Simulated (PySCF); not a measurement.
Input file:

```
{"job": {"kind": "nmr", "xc": "PBE0", "basis": "pcSseg-1"}, "charge": 0, "multiplicity": 1}
F      3.245981     0.810400     0.246410
C      2.378053    -0.198126     0.426468
C      1.060146    -0.079006     0.187305
C      0.234376    -1.253463     0.423969
C     -1.085903    -1.323637     0.242030
Si    -2.090837     0.135857    -0.365772
C     -0.757853     1.434503    -0.563877
C      0.524899     1.187779    -0.288398
H      2.872418    -1.091954     0.778834
H      0.786266    -2.118616     0.778343
H     -1.577815    -2.262616     0.457529
H     -2.748834    -0.164243    -1.645221
H     -3.097431     0.541622     0.625527
H     -1.019368     2.424967    -0.911575
H      1.271487     1.964522    -0.413483
```

Launched as:

```sh
OMP_NUM_THREADS=1 python probes_run.py task.json out
```

Geometry: GFN2-xTB.

Computed with PBE0/pcSseg-1, SCF density, gas phase, non-relativistic in PySCF.

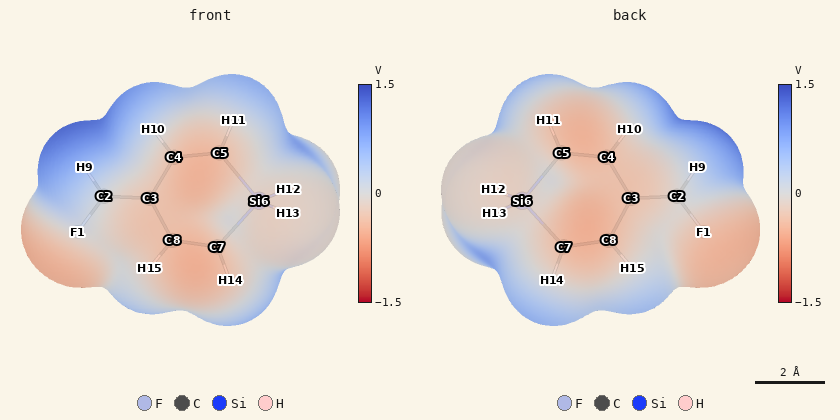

C$_{6}$H$_{7}$FSi (SMILES FC=C1C=C[SiH2]C=C1). The molecular electrostatic potential painted on the density surface at 0.001 e/bohr³, seen from the front and from behind; red is negative and blue positive.

> Where is the surface potential most negative and most positive?

The most negative region (about −0.5 V) lies over the C and F atoms, the most positive (about +1.2 V) over H9.
